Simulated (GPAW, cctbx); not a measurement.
# Bonding in SrCr2Bi2 as X-rays see it

Question: by how much does bonding change the X-ray structure factors of SrCr2Bi2, how firmly does DFT give the change, and what does a routine refinement make of it?

The start was made by putting kin elements into a known structure type; the compound need not exist, or be stable, in this form. All numbers below are calculated.

## Step 1: Find the equilibrium geometry

The density hangs on the geometry, so cell and atoms are relaxed first, with the symmetry held. The cutoff is set higher than for the density because stress converges slowly with plane waves.

Settings: GPAW 26.7.0, PBE, 570 eV, 5×5×5 k-points, Fermi–Dirac width 0.1 eV, spin-polarised, BFGS to 0.03 eV/Å.

```text
cell
1.0
     0.000000000   -4.348000000    0.000000000
     4.348000000    0.000000000    0.000000000
    -2.174000000    2.174000000    6.762000000
Bi Sr Cr
2 1 2
Direct
0.647600000 0.647600000 0.295200000
0.352400000 0.352400000 0.704800000
0.000000000 0.000000000 0.000000000
0.250000000 0.750000000 0.500000000
0.750000000 0.250000000 0.500000000
```

```console
$ OMP_NUM_THREADS=1 mpirun -n 4 gpaw python run.py > gpaw.log
```

```text
BFGS:    0      -28.794709        2.505486
BFGS:    1      -29.008514        2.063836
BFGS:    2      -29.528520        0.982619
BFGS:    3      -29.682782        0.464294
...
BFGS:    6      -29.711020        0.131840
BFGS:    7      -29.715861        0.063021
BFGS:    8      -29.717465        0.022335
cell  4.5255 4.5255 7.6703  107.16 107.16 90.00
volume 142.763 A^3, largest force 0.022 eV/A, largest stress 0.08 GPa
```

After 8 steps the volume has changed by +11.7 % and the energy by -0.923 eV; the largest stress left is 0.08 GPa. It took 25 min on 4 cores of Arm Neoverse N1 (shared host), peak memory 2 GiB.

Relaxed structure: I4/mmm (no. 139), a = 4.5255 Å, b = 4.5255 Å, c = 13.9417 Å, α = 90.00°, β = 90.00°, γ = 90.00°.

```csv
atom,mult.,x,y,z
Bi1,4,1/2,1/2,0.1279
Sr1,2,0,0,0
Cr1,4,1/2,0,1/4
```

## Step 2: Density and charge transfer

X-rays see the whole electron density, so the PAW density is rebuilt with its core regions. Subtracting spherical free atoms from the same code cancels the cores and leaves the deformation density Δρ, the part due to bonding.

Settings: PBE, 450 eV, 6×6×6 k-points, Fermi–Dirac width 0.1 eV, spin-polarised; primitive cell of 5 atoms.

```console
$ OMP_NUM_THREADS=1 mpirun -n 4 gpaw python run.py > gpaw.log
```

```text
|iter:   1|       0s |  -33.256354 | -0.04 |       |  +5.9903|
|iter:   2|      13s |  -29.778502 | -1.41 | -0.76 |  +5.9557|
|iter:   3|      25s |  -28.986557 | -1.75 | -0.96 |  +6.0235|
...
|iter:  13|     146s |  -29.619101c| -6.27 | -4.00c|  +7.8793|
|iter:  14|     159s |  -29.619108c| -6.99 | -4.55c|  +7.8794|
|iter:  15|     171s |  -29.619114c| -7.49c| -4.82c|  +7.8798|
```

```text
gpts.py:43: UserWarning: Initial realspace grid (24,24,40) inconsistent with symmetries.
gpts.py:43: UserWarning: Initial realspace grid (24,24,40) inconsistent with symmetries.
gpts.py:43: UserWarning: Initial realspace grid (24,24,40) inconsistent with symmetries.
gpts.py:43: UserWarning: Initial realspace grid (24,24,40) inconsistent with symmetries.
gpts.py:70: UserWarning: Using symmetrized grid: (40,40,40).
gpts.py:70: UserWarning: Using symmetrized grid: (40,40,40).
gpts.py:70: UserWarning: Using symmetrized grid: (40,40,40).
gpts.py:70: UserWarning: Using symmetrized grid: (40,40,40).
grid (80, 80, 80)  electrons 252.000  moved by bonding 1.035 e
deformation density beyond 0.5 A of the nuclei: max 0.049, min -0.155 e/A^3
atom        x       y       z   Voronoi charge  moment
Bi1    0.6279  0.6279  0.2558     -0.196      -0.11
Bi2    0.3721  0.3721  0.7442     -0.196      -0.11
Sr3    0.0000  0.0000  0.0000      0.293       0.01
Cr4    0.2500  0.7500  0.5000      0.049       3.42
Cr5    0.7500  0.2500  0.5000      0.049       3.42
mean inner potential of superposed free atoms 17.793 V
total magnetic moment 7.880 muB
```

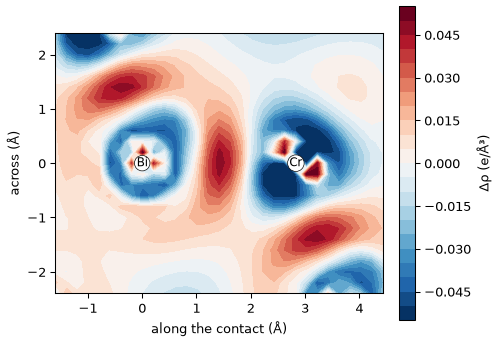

Deformation density in a plane through the shortest contact of the Bi atom at the origin; red gains electrons, blue loses them.

Bi gains most (-0.20 e) and Sr loses most (+0.29 e), as electronegativity suggests. Along the shortest contact from the Bi atom at the map's origin, Bi–Cr at 2.83 Å, Δρ is +0.05 e/Å³ at the midpoint: little piles up between the atoms. At the midpoints of other shortest contacts it is +0.02 (Cr–Cr, 3.20 Å) e/Å³. Point values carry grid noise of about 0.01 e/Å³. The cell's moment is 7.88 μB; the largest inside an atomic sphere is 3.42 μB. The run needed 15 iterations, 3.4 min.

## Step 3: Structure factors

The Fourier components of Δρ, added to those of the free atoms, give the static X-ray structure factors; the Mott–Bethe relation turns them into the Fourier components V of the potential that fast electrons feel.

```text
static structure factors of the conventional cell: F in electrons, V (Mott-Bethe) in volts
   h  k  l      d  |F| table  |F| free   |F| DFT   change   |V| free  |V| DFT  change %
   0  0  2  6.9708    30.883    30.647    30.835    0.188     1.065    0.919    -13.8
   1  0  1  4.3044   146.892   146.620   146.943    0.323     2.336    2.240     -4.1
   0  0  4  3.4854   152.949   153.080   153.648    0.568     1.180    1.069     -9.4
   1  0  3  3.2422   284.335   284.256   284.424    0.169     6.563    6.535     -0.4
   1  1  0  3.2000   279.941   280.231   280.738    0.507     5.222    5.139     -1.6
   1  1  2  2.9082   128.906   128.463   128.009   -0.454     4.280    4.342      1.4
   1  0  5  2.3739   236.690   236.590   236.463   -0.127     4.704    4.715      0.2
   1  1  4  2.3572   288.571   288.066   287.031   -1.035     5.625    5.717      1.6
   0  0  6  2.3236    17.634    18.022    18.398    0.375     0.177    0.210     18.3
   2  0  0  2.2628   402.387   401.840   400.866   -0.974     8.397    8.477      1.0
   2  0  2  2.1522    21.165    20.805    20.239   -0.566     0.833    0.875      5.1
   2  1  1  2.0029   128.136   128.113   127.792   -0.321     1.697    1.718      1.2
   2  0  4  1.8979   140.865   141.100   141.155    0.055     1.043    1.039     -0.3
   1  1  6  1.8802   146.750   146.472   146.094   -0.377     3.490    3.512      0.6
```

The largest X-ray change is -1.03 e on 114, 0.4 % of |F|. For electrons V goes as (Z − F)/g², so a change of F counts against Z − F, which is small at low angle and wherever the atoms' terms cancel: |V| of 006 moves by +18.3 % (0.18 to 0.21 V) against +2.1 % in |F|. The last three rows still change by up to 0.38 e; the table stops while the angles are still low. The tabulated Hartree–Fock atoms differ from the free DFT atoms by up to 0.55 e, so the choice of reference atom matters too.

## Step 4: How cheap can the run be?

Cutoff and k-mesh: one is changed at a time, to find what the result needs.

```csv
run,ΔF 114 (e),ΔF 200 (e),ΔF 004 (e),q(Bi) (e),moved (e),time
450 eV 6×6×6,-1.035,-0.974,+0.568,-0.196,1.035,3.4 min
250 eV 6×6×6,-1.067,-1.017,+0.585,-0.207,1.055,87 s
350 eV 6×6×6,-1.048,-0.994,+0.571,-0.200,1.044,2.9 min
750 eV 6×6×6,-1.034,-0.974,+0.567,-0.199,1.046,9.1 min
450 eV 2×2×2,-0.987,-1.121,+0.446,-0.187,1.079,49 s
450 eV 3×3×3,-1.021,-0.981,+0.508,-0.200,1.040,63 s
```

Within 0.02 e of the base on all three: 750 eV 6×6×6. The largest error, 0.147 e, comes with 450 eV 2×2×2. Times are from shared hosts.

## Step 5: What a spherical-atom refinement makes of it

Routine crystallography fits spherical atoms. To see the bias, intensities are simulated from tabulated atoms plus the DFT change ΔF, so that bonding alone can misfit (9366 reflections of the full sphere, merged to the counts below, to 0.4 Å, 0.5 % proportional noise plus counting noise, assumed isotropic U as listed, Δρ smeared by the mean U) and refined with cctbx over different ranges.

```csv
range,data,R1,GooF,U Bi1 (true 0.0023),U Sr1 (true 0.0032),U Cr1 (true 0.0038),largest shift (Å),"Δρ max, min (e/Å³)"
all data,740,0.0025,0.96,0.0023,0.0032,0.0038,0.0000,"0.43, -0.46"
"low resolution, d > 0.84",100,0.0020,1.03,0.0022,0.0031,0.0038,0.0000,"0.16, -0.13"
"high order, d < 0.75",607,0.0028,0.95,0.0023,0.0032,0.0038,0.0000,"0.42, -0.41"
"occupancies free, d > 0.7",161,0.0019,0.97,0.0023,0.0032,0.0036,0.0001,"0.15, -0.17"
```

With all data GooF is 0.96, so at this noise the bonding hardly shows; the top residual peak lies 0.37 Å from Bi and 2.63 Å from Cr. No U is off by more than 3 s.u. at low resolution. With Bi1 held at 1 and the scale free, the other occupancies refine to Sr1 1.000(0.001) and Cr1 0.995(0.002), within three s.u. of full.

## Step 6: Answer

Bonding moves 1.03 e in the primitive cell of SrCr2Bi2 and changes the structure factors of the conventional cell in the table above by at most 1.03 e (114, 0.4 %), and among reflections above 2 % of the strongest by up to 2.7 % (202). The shortest bond, Bi–Cr, has Δρ = +0.05 e/Å³ at its midpoint. Within 0.02 e of the base on all three: 750 eV 6×6×6. The largest error, 0.147 e, comes with 450 eV 2×2×2. With all data GooF is 0.96, so at this noise the bonding hardly shows. Limits: static density, frozen cores, no spin–orbit coupling; a ferromagnetic start is the only order tried, and the real ground state may be antiferromagnetic or insulating.

[Outputs are excerpts: Python notices, other lines and further rows are left out; steps that failed or that the build refused (PBEsol, TPSS) are not shown.]

[Logs are printed without paths, hosts, clocks, repeated set-up lines and the standing remarks that a program may print on its own settings, such as how far it seeks lower states.]
